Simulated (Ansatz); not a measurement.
The figure comes from a scan of Bi$_{2}$Se$_{3}$ (Bi2Te3 type, space group R-3m): volume and axial ratio are varied about the relaxed values (subscript 0). The numbers are results of PBE-D3(BJ) (plane waves to 420 eV, PAW, scalar-relativistic; Ansatz, an electronic-structure program), not measurements. k mesh 9×9×9 (Γ-centred), Fermi-Dirac smearing 0.05 eV. The energy includes the smearing's −TS. As the atoms are clamped, bonds stretch with the cell, which overstates energies and stresses. Bi2Se3 was relaxed with its symmetry unable to fall. Spin-orbit coupling is left out, though Bi is heavy. The PAW data are Ansatz's earlier set. The zero of ΔE is the relaxed starting cell.

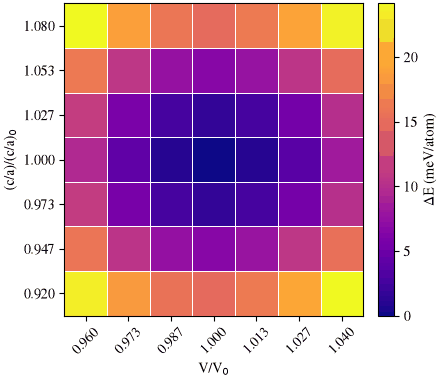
Fig. 1. ΔE (meV/atom), one tile a computed point.

Task: List the plotted points as numbers.

Result: To the nearest 5:

ΔE (meV/atom), with V/V₀ across and (c/a)/(c/a)₀ down:

```tsv
(c/a)/(c/a)₀ \ V/V₀	0.960	0.973	0.987	1.000	1.013	1.027	1.040
0.920	25	20	15	15	15	20	25
0.947	15	10	10	5	10	10	15
0.973	10	5	5	0	5	5	10
1.000	10	5	0	0	0	5	10
1.027	10	5	5	0	5	5	10
1.053	15	10	10	5	10	10	15
1.080	25	20	15	15	15	20	25
```

(Under strain, the slope of the energy per volume gives the stress and its curvature an elastic modulus.)
